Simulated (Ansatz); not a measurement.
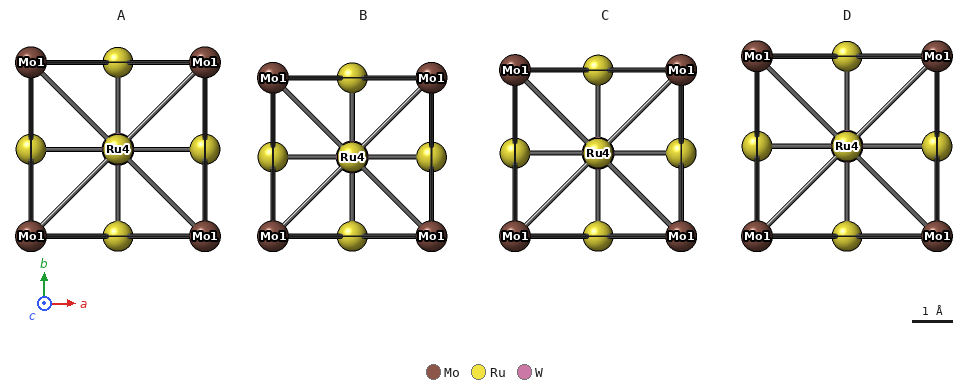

4 geometries from one relaxation of crystalline MoRu$_{3}$W (built on the cubic perovskite type) (coarse preliminary run), in shuffled order. A ball-and-stick model of the cell of the calculation, seen along the c axis.

Case: cubic perovskite type (Pm-3m, No. 221).

Theory: DFT PBE, scalar-relativistic, plane waves, PAW (Ansatz 0.2.0). Settings: plane-wave cutoff 420 eV; k-point mesh 4 × 4 × 4; occupations gaussian; smearing width 0.1 eV; no spin polarisation; cell and atoms relaxed; force threshold 0.04 eV/Å; at most 70 steps.

Question: Put them in the order of the run, from the start to the converged end.

Answer: B, C, A, D. They are steps 0, 1, 2, 7, at +10.164 eV per cell of the calculation, +3.561 eV per cell of the calculation, +0.632 eV per cell of the calculation relative to the last. After 5 accepted moves (7 points after the start) the energy has fallen by 10.164 eV per cell of the calculation. All forces vanish by symmetry, so only the cell relaxes. The pressure goes from 149.86 to 0.35 GPa. At 2 points the geometry stayed and the basis and grid were re-selected for the new cell (energy shift of 0.131 eV per cell of the calculation at most each time). The atoms keep their places relative to the cell (all moves are under 0.005 Å). Cell: a = b = c 4.042 → 4.590 Å (+13.6 %). Volume +46.5 %. Near-neighbour distances that change, for instance: Mo–Ru 2.858 → 3.246 Å, Ru–Ru 2.858 → 3.246 Å, Ru–W 2.021 → 2.295 Å. The space group stays Pm-3m (No. 221). Cost: 23 s on 1 thread of Arm Neoverse V1, with other jobs on the host, peak memory 0.39 GiB.

Limits of the set-up: the k-point mesh is coarse for a cell with partly filled bands.
